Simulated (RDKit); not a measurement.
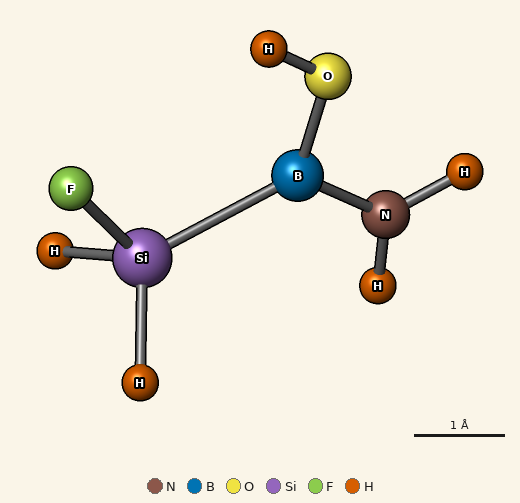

*The input geometry (ball-and-stick view, seen at a tilt).*

**Geometry relaxation, with input and output: BSiNH$_{5}$OF**

BSiNH$_{5}$OF, computed with UFF (RDKit 2026.09.1).

The geometry comes from this level: GFN2-xTB.

### Input file (ff.py)
```python
import json
import numpy as np
from rdkit import Chem
from rdkit.Chem import AllChem
from rdkit.Chem import rdDetermineBonds

molecule = Chem.MolFromXYZFile("mol.xyz")
rdDetermineBonds.DetermineBonds(molecule, charge=0)
print("perceived SMILES:", Chem.MolToSmiles(Chem.RemoveHs(molecule)))
symbols = [a.GetSymbol() for a in molecule.GetAtoms()]
start = molecule.GetConformer().GetPositions().copy()

ff = AllChem.UFFGetMoleculeForceField(molecule)
e0 = ff.CalcEnergy()
print(f"start   E = {e0:.5f} kcal/mol")
path, flag, n = [], 1, 0
while flag and n < 2000:
    flag = ff.Minimize(maxIts=20, forceTol=0.0001)
    n += 20
    path.append((n, ff.CalcEnergy(), molecule.GetConformer().GetPositions().tolist()))
    print(f"{n:5d}   E = {path[-1][1]:.5f} kcal/mol")
print("converged" if flag == 0 else "iteration limit reached")
final = molecule.GetConformer().GetPositions()
for a, p in zip(symbols, final):
    print(f"{a:<2} {p[0]:11.5f} {p[1]:11.5f} {p[2]:11.5f}")
print(f"energy gained {e0 - path[-1][1]:.4f} kcal/mol")
json.dump(dict(symbols=symbols, start=start.tolist(), start_energy=e0, energy=path[-1][1], final=final.tolist(), path=path, success=flag == 0), open("results.json", "w"))
```

### File mol.xyz
```
10

N      0.940130    -0.948650     1.102920
B      0.030490    -0.585990     0.103050
O     -0.631810    -1.631440    -0.474820
Si    -0.262450     1.288960    -0.419350
F     -1.324030     1.251730    -1.662560
H      1.081330    -1.910800     1.361490
H      1.505230    -0.307470     1.627550
H     -1.252040    -1.399110    -1.164110
H     -0.937060     2.190800     0.520750
H      0.850220     2.051960    -0.994910
```

Machine: 1 thread of Intel Xeon @ 2.50GHz (Skylake/Cascade Lake), 12 GiB of memory available, shared host.

Launch command:
```bash
python ff.py
```

### Log
```
perceived SMILES: NB(O)[SiH2]F
start   E = 39.92048 kcal/mol
   20   E = 10.42910 kcal/mol
   40   E = 0.71547 kcal/mol
   60   E = -0.40251 kcal/mol
   80   E = -0.44690 kcal/mol
  100   E = -0.44737 kcal/mol
  120   E = -0.44737 kcal/mol
  140   E = -0.44737 kcal/mol
converged
N      0.42981    -0.80051     1.44824
B     -0.02588    -0.48168     0.03101
O     -0.42944    -1.55626    -0.87346
Si    -0.07646     1.36143    -0.57725
F     -0.61845     1.41395    -2.17314
H      0.41056    -1.83886     1.56159
H      1.42940    -0.50610     1.52158
H     -1.40200    -1.66223    -0.71866
H     -0.99127     2.13218     0.27767
H      1.27375     1.93806    -0.49757
energy gained 40.3678 kcal/mol
```

### Trajectory as extended XYZ (Å, eV, eV/Å), 7 frames, from step=20 to step=140
```
10
Properties=species:S:1:pos:R:3 step=20 energy=0.45225
N     0.6998   -0.8946    1.4017
B     0.0203   -0.5978    0.0598
O    -0.6256   -1.6973   -0.6664
Si   -0.2448    1.2686   -0.5135
F    -1.2981    1.3761   -1.8239
H     1.1194   -1.8704    1.3757
H     1.5164   -0.2060    1.5212
H    -1.4394   -1.2669   -1.0957
H    -0.8088    2.0120    0.6229
H     1.0608    1.8764   -0.8818
10
Properties=species:S:1:pos:R:3 step=40 energy=0.03103
N     0.3462   -0.8359    1.4788
B    -0.0070   -0.5169    0.0308
O    -0.4006   -1.5883   -0.8850
Si   -0.0439    1.3301   -0.5793
F    -0.7933    1.4103   -2.1001
H     0.5437   -1.8693    1.5465
H     1.2358   -0.3364    1.6928
H    -1.4022   -1.5795   -0.8719
H    -0.8133    2.1348    0.3786
H     1.3346    1.8511   -0.6911
10
Properties=species:S:1:pos:R:3 step=60 energy=-0.01745
N     0.4120   -0.8003    1.4532
B    -0.0241   -0.4852    0.0292
O    -0.4135   -1.5641   -0.8771
Si   -0.0730    1.3577   -0.5776
F    -0.6602    1.4139   -2.1602
H     0.4176   -1.8420    1.5563
H     1.4018   -0.4775    1.5548
H    -1.3926   -1.6634   -0.7508
H    -0.9557    2.1386    0.3046
H     1.2877    1.9224   -0.5324
10
Properties=species:S:1:pos:R:3 step=80 energy=-0.01938
N     0.4279   -0.8003    1.4490
B    -0.0245   -0.4816    0.0308
O    -0.4269   -1.5565   -0.8740
Si   -0.0763    1.3615   -0.5774
F    -0.6230    1.4142   -2.1719
H     0.4088   -1.8388    1.5624
H     1.4275   -0.5060    1.5238
H    -1.3999   -1.6630   -0.7213
H    -0.9878    2.1329    0.2806
H     1.2742    1.9375   -0.5021
10
Properties=species:S:1:pos:R:3 step=100 energy=-0.01940
N     0.4298   -0.8005    1.4482
B    -0.0259   -0.4817    0.0310
O    -0.4295   -1.5563   -0.8735
Si   -0.0765    1.3614   -0.5773
F    -0.6184    1.4139   -2.1732
H     0.4107   -1.8389    1.5616
H     1.4294   -0.5060    1.5217
H    -1.4021   -1.6623   -0.7187
H    -0.9912    2.1322    0.2777
H     1.2738    1.9381   -0.4975
10
Properties=species:S:1:pos:R:3 step=120 energy=-0.01940
N     0.4298   -0.8005    1.4482
B    -0.0259   -0.4817    0.0310
O    -0.4294   -1.5563   -0.8735
Si   -0.0765    1.3614   -0.5773
F    -0.6185    1.4140   -2.1731
H     0.4106   -1.8389    1.5616
H     1.4294   -0.5061    1.5216
H    -1.4020   -1.6622   -0.7187
H    -0.9913    2.1322    0.2777
H     1.2737    1.9381   -0.4976
10
Properties=species:S:1:pos:R:3 step=140 energy=-0.01940
N     0.4298   -0.8005    1.4482
B    -0.0259   -0.4817    0.0310
O    -0.4294   -1.5563   -0.8735
Si   -0.0765    1.3614   -0.5773
F    -0.6185    1.4140   -2.1731
H     0.4106   -1.8389    1.5616
H     1.4294   -0.5061    1.5216
H    -1.4020   -1.6622   -0.7187
H    -0.9913    2.1322    0.2777
H     1.2737    1.9381   -0.4976
```

### Summary

| quantity | value |
| --- | --- |
| outcome | converged |
| total energy | −0.000713 hartree |
| peak memory | 0.073 GiB |
